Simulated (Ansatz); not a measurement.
# H₃ (doublet): one geometry, many settings at distance H1–H2 along a hydrogen transfer = 0.967 Å

What do other methods and options give for H₃ (doublet) at this geometry, and how long do they take?

The runs use Ansatz 0.2.0, Gaussian basis; the settings change from run to run.

9 further runs of the same task are left out: 1 for a mislabelled method, 8 that didn't finish.

### 1 The system

The geometry derives from fragments relaxed apart (PBE0/def2-TZVP) and kept rigid, so it is no stationary point. A hydrogen atom is moved between rigid fragments.

3 atoms, charge 0, spin multiplicity 2.

Atoms are counted from 1 here; the program's logs count them from 0.

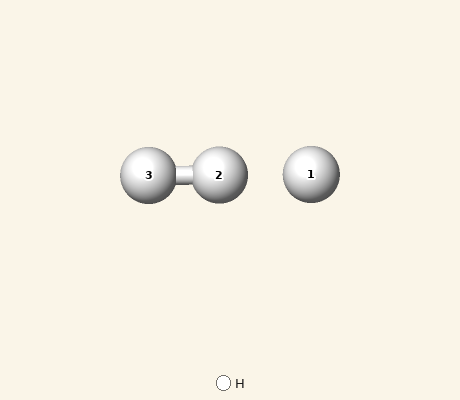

The geometry (hydrogen white); atoms are numbered from 1 in the order of the file.

### 2 CASSCF(3,9)/def2-mTZVP

Contents of in.yaml:

```yaml
crystal:
  periodic: [false, false, false]
  atoms:
    - {symbol: H, position_ang: [0.000000, 0.000000, -0.893000]}
    - {symbol: H, position_ang: [0.000000, 0.000000, 0.074000]}
    - {symbol: H, position_ang: [0.000000, 0.000000, 0.819000]}
basis:
  gaussian: {orbitals: def2-mTZVP}
magnetization: {spin_polarized: false, initial_magnetization: 1}
correlation: {active_space: {window: {electrons: 3, orbitals: 9}}}
accuracy: high
```

Command:

```console
$ ansatz run in.yaml --threads 1 --pin off --events-out ev --progress --plain --max-ram 2393MiB
```

Log:

```text
Functional definition: HF
  name "HF"
  cite "Fock, Z. Phys. 61, 126 (1930) doi:10.1007/BF01340294"
  parent pbe
  exchange = exact_x
  correlation = 0
150 factors; integrals over basis functions are off by at most 1.5e-8 eV
mean field evaluation 1: about -42.9300 eV, gradient 6.0e0 eV
mean field evaluation 2: about -42.9291 eV, gradient 6.0e0 eV
mean field evaluation 4: about -43.2410 eV, gradient 7.5e-1 eV
mean field evaluation 8: about -43.2598 eV, gradient 5.8e-3 eV
mean field -43.25982496 eV, -1.5897692447 hartree, gradient 2.3e-8 eV, S^2 0.750000; 0 other end points of the search recorded, 0 dependent functions left out
reference -43.25982496 eV, -1.5897692447 hartree; 2, 1 occupied and 7, 8 virtual orbitals, 150 factors
state -44.22715238 eV, -1.6253178716 hartree
Total energy: -44.22715238 eV, -1.6253178716 hartree
```

Wall time 0.09 s (1 thread of Arm Neoverse V2, shared host).

From the report: 324 determinants; active occupations 1.97, 1.00, 0.02, 0.00, 0.00, 0.00, 0.00, 0.00, 0.00.

### 3 NEVPT2(3,3)/cc-pVDZ

Contents of in.yaml:

```yaml
crystal:
  periodic: [false, false, false]
  atoms:
    - {symbol: H, position_ang: [0.000000, 0.000000, -0.893000]}
    - {symbol: H, position_ang: [0.000000, 0.000000, 0.074000]}
    - {symbol: H, position_ang: [0.000000, 0.000000, 0.819000]}
basis:
  gaussian: {orbitals: cc-pVDZ}
magnetization: {spin_polarized: false, initial_magnetization: 1}
correlation: {method: sc_nevpt2, electrons: all, active_space: {window: {electrons: 3, orbitals: 3}, states: [{multiplicity: 2, weights: [0.5, 1, 0.5]}], root: 2}}
scf: {lower_state_search: full}
output: {forces: true}
```

Launched as before.

Log (excerpt; [...] marks lines left out):

```text
Functional definition: HF
  name "HF"
  cite "Fock, Z. Phys. 61, 126 (1930) doi:10.1007/BF01340294"
  parent pbe
[...]
198 factors; integrals over basis functions are off by at most 1.8e-7 eV
[...]
mean field -43.22111312 eV, -1.5883466108 hartree, gradient 2.2e-6 eV, S^2 0.750000; 1 other end points of the search recorded, 0 dependent functions left out
reference -43.22111312 eV, -1.5883466108 hartree; 2, 1 occupied and 13, 14 virtual orbitals, 198 factors
state -43.32123933 eV, -1.5920261811 hartree
state -35.66173125 eV, -1.3105444509 hartree
state -32.33746379 eV, -1.1883798750 hartree
state -43.32123933 eV, -1.5920261811 hartree; corrected -44.26236745 eV, -1.6266120015 hartree
state -35.66173125 eV, -1.3105444509 hartree; corrected -36.27625053 eV, -1.3331276180 hartree
state -32.33746379 eV, -1.1883798750 hartree; corrected -33.76691400 eV, -1.2409112016 hartree
[...]
Total energy: -33.76691400 eV, -1.2409112016 hartree
Atom 0 at     0.000000     0.000000    -0.893000 Å, force     0.000000     0.000000    -1.724066 eV/Å
Atom 1 at     0.000000     0.000000     0.074000 Å, force    -0.000000    -0.000000    -5.404371 eV/Å
Atom 2 at     0.000000     0.000000     0.819000 Å, force     0.000000     0.000000     7.128437 eV/Å
Dipole moment:    -0.000000    -0.000000     0.025583 e Å
```

It took 0.09 s on 1 thread of Arm Neoverse V2, shared host.

From the report: 9 determinants; active occupations (of the averaged states) 1.62, 0.97, 0.40.

### 4 BCCD on ROHF/def2-mTZVP

Contents of in.yaml:

```yaml
crystal:
  periodic: [false, false, false]
  atoms:
    - {symbol: H, position_ang: [0.000000, 0.000000, -0.893000]}
    - {symbol: H, position_ang: [0.000000, 0.000000, 0.074000]}
    - {symbol: H, position_ang: [0.000000, 0.000000, 0.819000]}
basis:
  gaussian: {orbitals: def2-mTZVP}
magnetization: {spin_polarized: false, initial_magnetization: 1}
correlation: {method: bccd, electrons: all, diis_vectors: 4}
output: {forces: true}
```

Launched as before.

Log (excerpt; [...] marks lines left out):

```text
Functional definition: HF
  name "HF"
  cite "Fock, Z. Phys. 61, 126 (1930) doi:10.1007/BF01340294"
  parent pbe
[...]
111 factors; integrals over basis functions are off by at most 1.3e-3 eV
[...]
mean field -43.25982696 eV, -1.5897693183 hartree, gradient 9.2e-6 eV, S^2 0.750000; 0 other end points of the search recorded, 0 dependent functions left out
reference -43.25982696 eV, -1.5897693183 hartree; 2, 1 occupied and 7, 8 virtual orbitals, 111 factors
second order -0.59308698 eV of doubles, -0.08885237 eV of singles
cycle   1  -0.87581292 eV  change   -1.9e-1 eV  update   3.6e-2
[...]
cycle   9  -0.96294524 eV  change    1.3e-6 eV  update   1.3e-6
[...]
Total energy: -44.22277220 eV, -1.6251569032 hartree
Atom 0 at     0.000000     0.000000    -0.893000 Å, force    -0.000000    -0.000000    -1.667407 eV/Å
Atom 1 at     0.000000     0.000000     0.074000 Å, force     0.000000    -0.000000    -1.128696 eV/Å
Atom 2 at     0.000000     0.000000     0.819000 Å, force    -0.000000    -0.000000     2.796103 eV/Å
Dipole moment:     0.000000     0.000000     0.044839 e Å
```

Wall time 0.15 s (1 thread of Arm Neoverse V2, shared host).

From the report: correlation -0.9629 eV; largest double amplitude 0.06.

### 5 MRCISD+Q(relaxed)(1,5)/def2-TZVP

in.yaml, as its differences from that of step 4:

```diff
@@ -7,5 +7,4 @@
 basis:
-  gaussian: {orbitals: def2-mTZVP}
+  gaussian: {orbitals: def2-TZVP}
 magnetization: {spin_polarized: false, initial_magnetization: 1}
-correlation: {method: bccd, electrons: all, diis_vectors: 4}
-output: {forces: true}
+correlation: {method: fic_mrcisd_q_relaxed, electrons: valence, active_space: {window: {electrons: 1, orbitals: 5}}}
```

Same command.

Log (excerpt; [...] marks lines left out):

```text
Functional definition: HF
  name "HF"
  cite "Fock, Z. Phys. 61, 126 (1930) doi:10.1007/BF01340294"
  parent pbe
[...]
146 factors; integrals over basis functions are off by at most 7.1e-4 eV
[...]
mean field -43.35800461 eV, -1.5933772802 hartree, gradient 8.5e-7 eV, S^2 0.750000; 0 other end points of the search recorded, 0 dependent functions left out
reference -43.35800461 eV, -1.5933772802 hartree; 2, 1 occupied and 16, 17 virtual orbitals, 146 factors
state -43.35800461 eV, -1.5933772802 hartree
contracted CI cycle   1: correlation 0.00000000 eV, 0.0000000000 hartree, residual 1.02e1 eV
contracted CI cycle   2: correlation -1.31050718 eV, -0.0481602507 hartree, residual 1.94e0 eV
contracted CI cycle   3: correlation -1.37071306 eV, -0.0503727758 hartree, residual 5.58e-1 eV
contracted CI cycle   4: correlation -1.37638283 eV, -0.0505811359 hartree, residual 1.76e-1 eV
contracted CI cycle   5: correlation -1.37696489 eV, -0.0506025263 hartree, residual 5.89e-2 eV
contracted CI cycle   6: correlation -1.37703780 eV, -0.0506052058 hartree, residual 1.95e-2 eV
contracted CI cycle   7: correlation -1.37704342 eV, -0.0506054124 hartree, residual 4.65e-3 eV
contracted CI cycle   8: correlation -1.37704380 eV, -0.0506054261 hartree, residual 1.27e-3 eV
contracted CI cycle   9: correlation -1.37704383 eV, -0.0506054273 hartree, residual 4.12e-4 eV
state -43.35800461 eV, -1.5933772802 hartree; corrected -44.77468217 eV, -1.6454392203 hartree
WARN: 4 active orbitals are nearly empty or full. The corrections depend on them more than the energy does, and are more stable in an active space without them
Total energy: -44.77468217 eV, -1.6454392203 hartree
```

Wall time 0.21 s (1 thread of Arm Neoverse V2, shared host).

From the report: 5 determinants; active occupations 1.00, 0.00, 0.00, 0.00, 0.00. The report marks this result as in doubt.

### 6 All runs side by side

 † marks a result that the program doubts.

```tsv
level	correlated	functions	energy (eV)	time
CASSCF(3,9)/def2-mTZVP		9	-44.2272	0.09 s
NEVPT2(3,3)/cc-pVDZ (excited root 2 of an average)	all	15	-33.7669	0.09 s
BCCD on ROHF/def2-mTZVP	all	9	-44.2228	0.15 s
MRCISD+Q(relaxed)(1,5)/def2-TZVP †	valence	18	-44.7747	0.21 s
```

### 7 Results

```
quantity                                       value
    runs                                           4
quickest              CASSCF(3,9)/def2-mTZVP, 0.09 s
 slowest  MRCISD+Q(relaxed)(1,5)/def2-TZVP †, 0.21 s
```

What this shows: Total energies in different bases, with other cores or another treatment of relativity can't be set against each other. MRCISD+Q(relaxed)(1,5)/def2-TZVP † took 2 times as long as CASSCF(3,9)/def2-mTZVP; the jobs differ in more than the method.
